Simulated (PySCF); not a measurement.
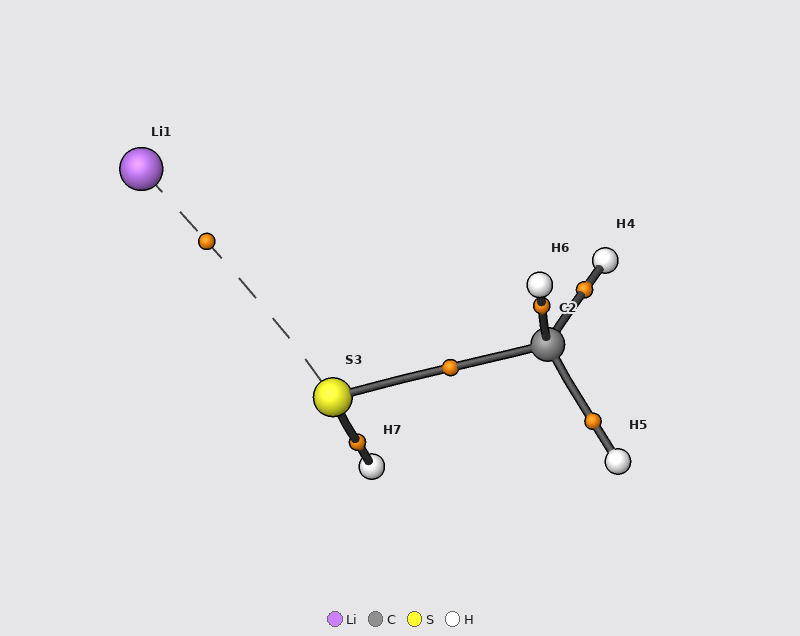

Figure 1: CH4LiS, charge +1, SMILES `[Li+].CS`. Molecular graph of the electron density (QTAIM): bond paths, bond critical points (orange), ring points (yellow, if any); weak paths are dashed.

PySCF calculation, B3LYP/def2-TZVP, gas phase; geometry: GFN2-xTB. The pair's geometry is semi-empirical, so its contact may be too short or too long. GFN2-xTB bond lengths at metals and heavier atoms can be off by up to 0.1 Å and shapes distorted, which carries into these values.

> How many critical points of each kind are there, and does the count close?

7 nuclei, 6 bond, 0 ring and 0 cage critical points: 7 − 6 + 0 − 0 = 1, as the Poincaré–Hopf relation requires.

> Tabulate density, Laplacian, ellipticity and energy density at the bond critical points (atomic units).

```csv
bond,length (Å),ρ (a.u.),∇²ρ (a.u.),ε,H (a.u.)
C2–H4,1.085,0.287,−1.02,0.02,−0.292
C2–H5,1.087,0.286,−1.02,0.02,−0.290
C2–H6,1.086,0.285,−1.01,0.02,−0.289
S3–H7,1.332,0.225,−0.69,0.09,−0.215
C2–S3,1.828,0.174,−0.27,0.05,−0.116
Li1–S3,2.385,0.024,+0.10,0.05,+0.002
```

> What kind of interaction is C2–H6?

Shared-shell (covalent): ρ = 0.285, ∇²ρ = −1.01, H = −0.289 a.u.

> Are there bond paths between atoms that aren't covalently bonded?

Yes: Li1–S3 (2.38 Å, ρ = 0.024).
